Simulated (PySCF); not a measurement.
# C$_{3}$H$_{9}$BSi: what the fields show

Input file:

```
{"job": {"kind": "uv", "xc": "CAM-B3LYP", "basis": "def2-SVPD", "nstates": 8, "ntriplets": 3}, "charge": 0, "multiplicity": 1}
C     -2.611014     0.112829     0.835594
C     -1.415930    -0.168059     0.318673
B     -0.499814     0.870631    -0.379140
C      0.787065     0.399385    -1.108558
Si     2.221069     0.343804     0.158211
H     -3.014362     1.113053     0.800011
H     -3.242123    -0.629352     1.303291
H     -1.082945    -1.200986     0.383082
H     -0.768245     2.011735    -0.321842
H      1.104015     1.066215    -1.910471
H      0.705487    -0.605318    -1.525171
H      3.428631    -0.100391    -0.548300
H      1.924713    -0.602243     1.237489
H      2.462777     1.668248     0.734965
```

Command:

```sh
OMP_NUM_THREADS=1 python probes_run.py task.json out
```

Geometry: GFN2-xTB.

Level of theory: CAM-B3LYP/def2-SVPD, SCF density, gas phase (PySCF).

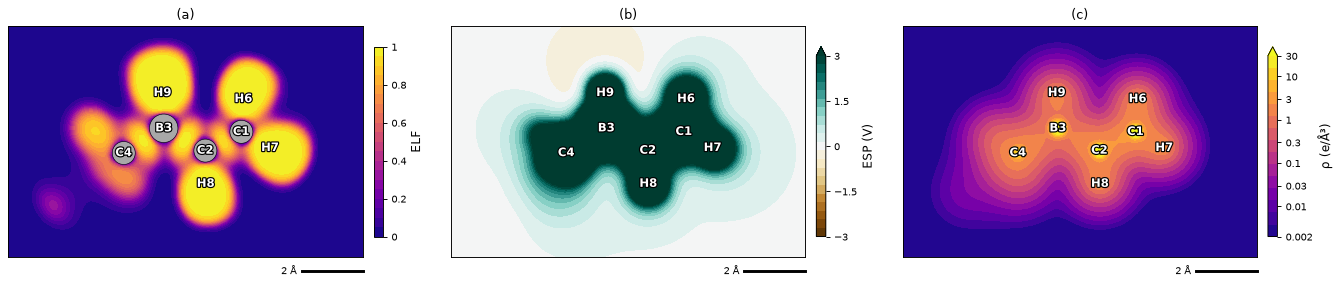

Figure 1. (a) electron localisation function; (b) electrostatic potential; (c) total electron density on the plane of atoms C1, C2 and B3. Grey discs cover the atomic cores in the ELF map.

What does the map show?

Answer.
- The plane passes through C, B and H nuclei.
- C–C (1.33 Å): the density is about 2.3 e/Å³ at the midpoint; the ELF peaks at about 0.95 between the atoms (a multiple bond).
- C–B (1.55 Å): ρ at the midpoint is about 1.5 e/Å³; the ELF peaks at about 1 between the atoms, as expected for a covalent bond.
- C–H (1.08 Å): ρ at the midpoint is about 2 e/Å³; the ELF climbs to about 1 towards the hydrogen, as it does in any bond to H; a covalent bond by its length.
- B–H (1.17 Å): ρ at the midpoint is about 1.3 e/Å³; the ELF climbs to about 1 towards the hydrogen: a covalent bond by its length.
- The potential has no marked negative region in this plane.

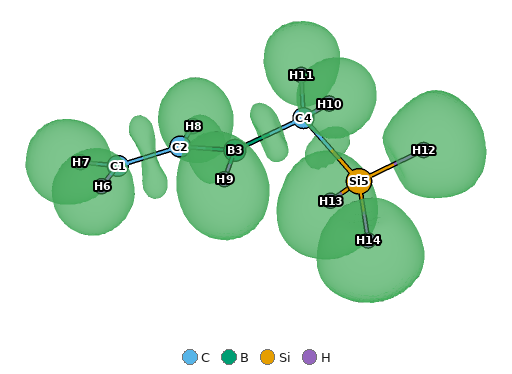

Figure 2. Isosurface of the electron localisation function at 0.85 (green), seen from one side. Only the valence region is drawn (cores and ρ < 0.01 e/Å³ removed).

Describe the localisation domains.

Answer. At this value the surface marks out two regions between bonded B–C atoms (shared pairs), one region between bonded C–C atoms (shared pairs), one region between bonded C–Si atoms (shared pairs) and nine regions around hydrogen nuclei.

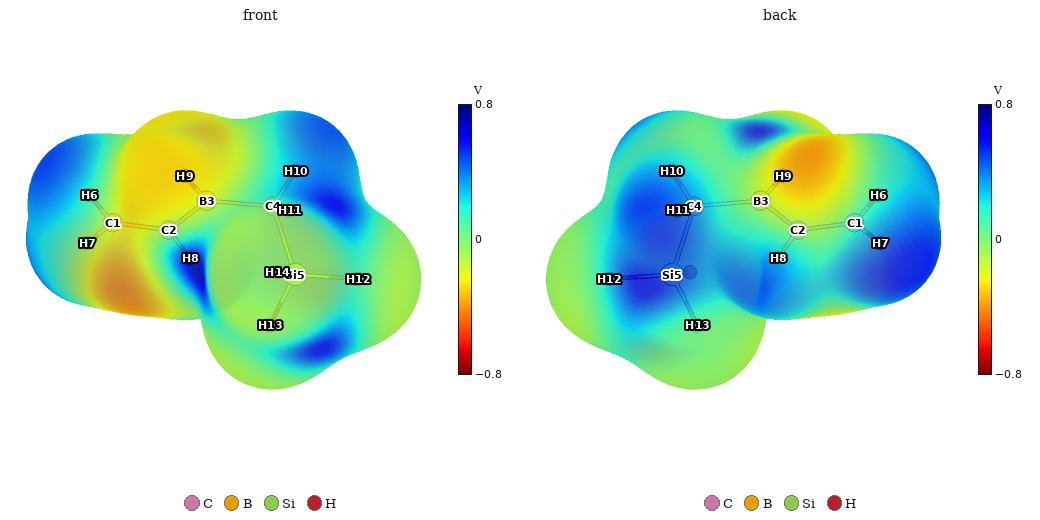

Figure 3. The electrostatic potential painted on the density surface at 0.001 e/bohr³, seen from the front and from behind; red is negative and blue positive.

Which sites attract a positive test charge, and which a negative one?

Answer. A positive charge is drawn to the negative regions and a negative charge to the positive ones. The most negative region (about −0.4 V, or −9 kcal/mol for a unit charge) lies over the π face of C1 and C2, the most positive (about +0.6 V, or +14 kcal/mol for a unit charge) over B3, Si5 and H7.

How polar is the molecule by this calculation?

Answer. Its dipole moment is 0.67 D.
